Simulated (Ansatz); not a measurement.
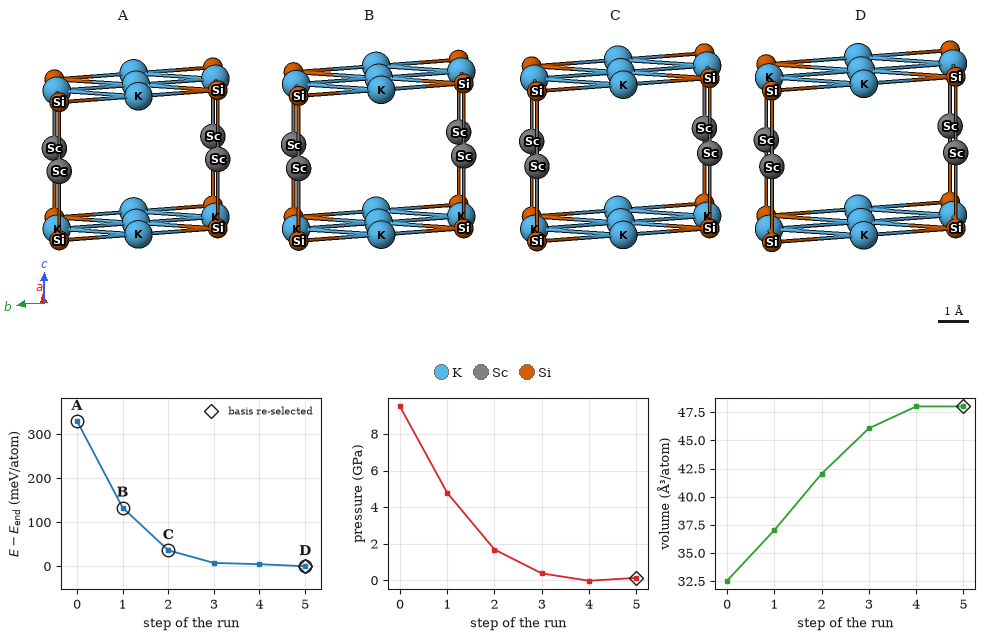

Frames of a relaxation of solid K3ScSi (a generated structure, set up in P6/mmm) (coarse preliminary run), marked on the history of the run. The picture is a ball-and-stick view of the cell of the calculation, seen from a free direction.

Level of theory: DFT PBE, scalar-relativistic, plane waves, PAW in Ansatz 0.2.0. Set-up: plane-wave cutoff 420 eV; k-point mesh 3 × 3 × 4; occupations gaussian; smearing width 0.1 eV; no spin polarisation; cell and atoms relaxed; force threshold 0.04 eV/Å; at most 70 steps.

Describe the path.

Answer. No atom moves by more than 0.005 Å relative to the cell. The drawn cell changes as follows: a = b 6.307 → 7.314 Å (+16.0 %), c 4.723 → 5.181 Å (+9.7 %); the volume changes by +47.5 %. Near-neighbour distances that change, for instance: K–Si 3.154 → 3.657 Å, K–K 3.154 → 3.657 Å, Sc–Si 2.361 → 2.591 Å. The space group stays P6/mmm (No. 191). The energy falls by 330 meV per atom in 4 accepted moves (5 points after the start). All forces vanish by symmetry, so only the cell relaxes. The pressure goes from 9.50 to 0.14 GPa. At 1 point the geometry stayed and the basis and grid were re-selected for the new cell (energy shift of 4.6 meV per atom at most each time). The run took 15 s on 1 thread of Arm Neoverse V2, on a shared host, peak memory 0.45 GiB. From step 0 to 1: volume +13.8 %, energy −197 meV per atom. From step 1 to 2: volume +13.5 %, energy −96.8 meV per atom. From step 2 to 5: volume +14.2 %, energy −36.3 meV per atom.
